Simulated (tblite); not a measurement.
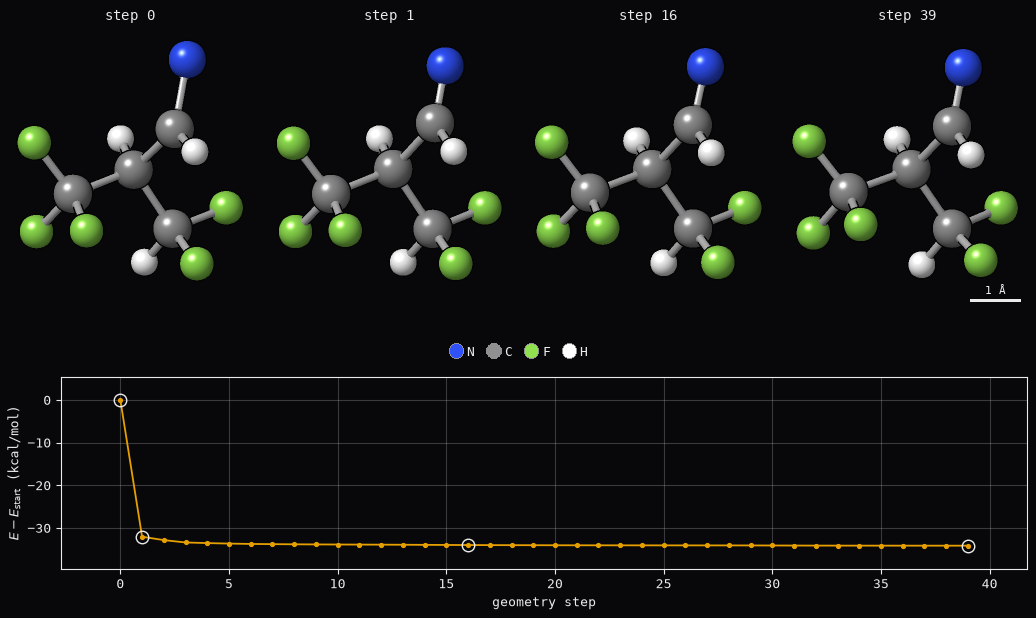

Frames of a relaxation of C4H3F5N (multiplicity 2), marked on the history of the run. A ball-and-stick model, seen at a tilt.

Method: GFN2-xTB geometry optimisation, gas phase (tblite). 

**What happens along the run?**

The energy falls by 34.1 kcal/mol in 39 geometry steps. The atom that moves furthest after the best rigid fit is the N atom (0.23 Å). Largest moves by element: N 0.23 Å, F 0.16 Å, H 0.09 Å, C 0.06 Å. Near-neighbour distances that change, for instance: C–N 1.451 → 1.215 Å, C–C 1.490 → 1.528 Å, C–C 1.510 → 1.535 Å, C–F 1.356 → 1.333 Å. Among the angles between lasting bonds that change: C–C–H 119.5° → 111.9°, N–C–C 121.4° → 126.3°, N–C–H 119.1° → 121.8°. From step 0 to 1: the N atom moves most (0.13 Å), energy −32.0 kcal/mol. From step 1 to 16: the N atom moves most (0.08 Å), energy −1.95 kcal/mol. From step 16 to 39: an F atom moves most (0.10 Å), energy −0.14 kcal/mol.

```
step  E − E(0), kcal/mol
   0                0.00
   1              -32.03
   2              -32.82
   3              -33.37
   4              -33.52
   5              -33.64
   6              -33.72
   7              -33.77
   8              -33.81
   9              -33.83
  10              -33.85
  12              -33.89
  13              -33.91
  15              -33.96
  16              -33.98
  18              -34.01
  19              -34.02
  21              -34.04
  22              -34.04
  24              -34.05
  25              -34.06
  27              -34.06
  28              -34.07
  30              -34.08
  31              -34.10
  33              -34.11
  34              -34.12
  36              -34.12
  37              -34.13
  39              -34.13
```
